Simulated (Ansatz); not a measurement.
## Electronic structure of MnH₄N₂Cl₂ in real space

```
Mn Cl N H
1.0
    -8.40118    0.00492    0.11925
    -0.00567    8.87165    0.00767
     0.67396   -0.00359   -3.67181
Mn Cl N H
2 4 4 8
Cartesian
  -3.6252 4.4348 -3.5411
  0.5782 -0.0035 -3.6046
  -6.4610 0.0032 -1.2285
  -2.2633 4.4366 -1.2843
  -5.7593 4.4368 -1.8953
  -1.5616 8.8702 -1.9511
  -3.6096 6.4312 -3.5168
  0.5939 1.9929 -3.5803
  -3.6099 2.4384 -3.5134
  0.5879 6.8718 -3.5692
  -6.9613 2.5085 -3.1732
  -2.7635 6.9419 -3.2290
  -4.7223 6.9511 -0.6183
  -0.5188 2.5129 -0.6818
  -4.7225 1.9245 -0.6143
  -0.5248 6.3578 -0.6701
  -6.9672 6.3667 -3.1614
  -2.7637 1.9284 -3.2248
```

Space group P1; built by placing these elements on a known structure type; Hubbard U of 5.19 eV on Mn d only; spin-polarised.

Theory: DFT, PAW plane waves, PBE+U in Ansatz.

The density is the valence pseudo-density of a PAW calculation; it isn't the true density close to the nuclei.

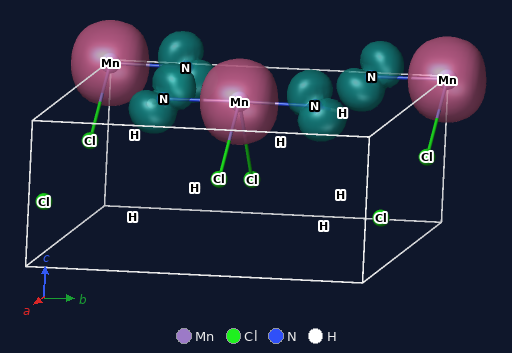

Figure 1. Isosurfaces of the spin density (up minus down) at +0.1 (teal) and −0.1 e/Å³ (pink), seen slightly off an axis. Sticks mark near contacts.

**Which atoms carry the moments, and with what signs?**

The spin density sits on Mn: −3.8 μB (×2) in one cell of 18 atoms, with smaller moments on Cl (up to +0.09 μB) and N (up to +0.18 μB): parallel main moments, as they must be, since the calculation's own cell holds one magnetic site. The cell of the calculation (9 atoms) carries 3.0 μB of net spin moment.

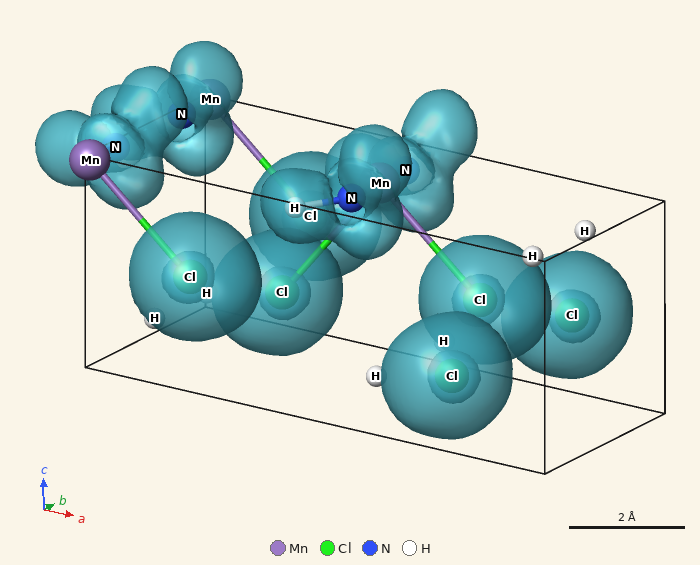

Figure 2. Isosurface of the electron localisation function at 0.75 (cyan), seen slightly off an axis. Core shells and regions of very low density are left out. Sticks mark near contacts.

**Identify the bonds, lone pairs and shells in this picture.**

The surface consists of four regions wrapped around Cl (the valence shell of each) and four joined regions spread over several atoms (H, N), in which their bonds and any lone pairs are merged, counted in one cell of 18 atoms. Regions shared between cells count once. Profiles from the grid: N–H (1.03 Å): the ELF climbs to about 1 towards the hydrogen, as it does in any bond to H: a covalent bond by its length. Mn–N (2.00 Å): the ELF peaks at about 0.90 in the valence shell of N, 0.7 Å from its nucleus, and is about 0.30 at the midpoint.

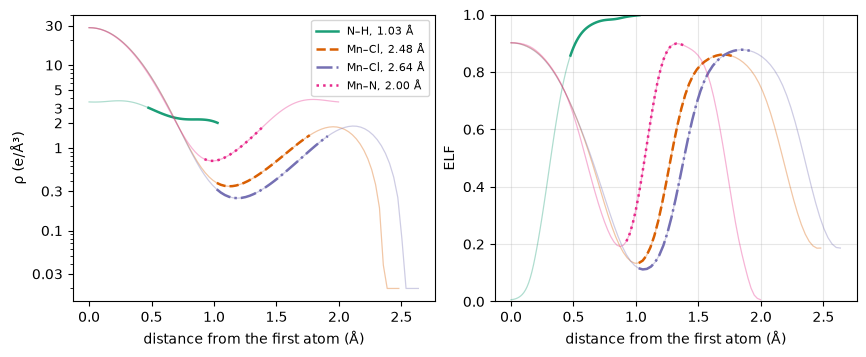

Figure 3. Valence pseudo-density and ELF along straight lines between neighbouring atoms. Thin, pale parts lie inside the atomic spheres.

**What can be read from the curves?**

N–H (1.03 Å): ρ is about 2.9 e/Å³ halfway; the ELF climbs to about 1 towards the hydrogen (a covalent bond by its length).
Mn–Cl (2.48 Å): ρ is about 0.38 e/Å³ halfway; the ELF peaks at about 0.85 in the valence shell of Cl, 0.8 Å from its nucleus, and is about 0.40 at the midpoint.
Mn–Cl (2.64 Å): ρ at the midpoint is about 0.28 e/Å³, with its minimum of 0.25 e/Å³ about 1.2 Å from Mn; the ELF peaks at about 0.90 in the valence shell of Cl, 0.8 Å from its nucleus, and is about 0.35 at the midpoint.
Mn–N (2.00 Å): the density is about 0.7 e/Å³ at the midpoint; the ELF peaks at about 0.90 in the valence shell of N, 0.7 Å from its nucleus, and is about 0.30 at the midpoint.

**Which way does charge flow, and how much by Bader's partition?**

Electrons move from Mn towards Cl and N. Bader charges: Mn +1.57, Cl −0.65, N −0.96 and H +0.41 e.

**Metal or insulator at this level of theory?**

It is gapless in this calculation (a metal or semimetal); semilocal functionals without U, or without the true magnetic order, often close the gap of such compounds.
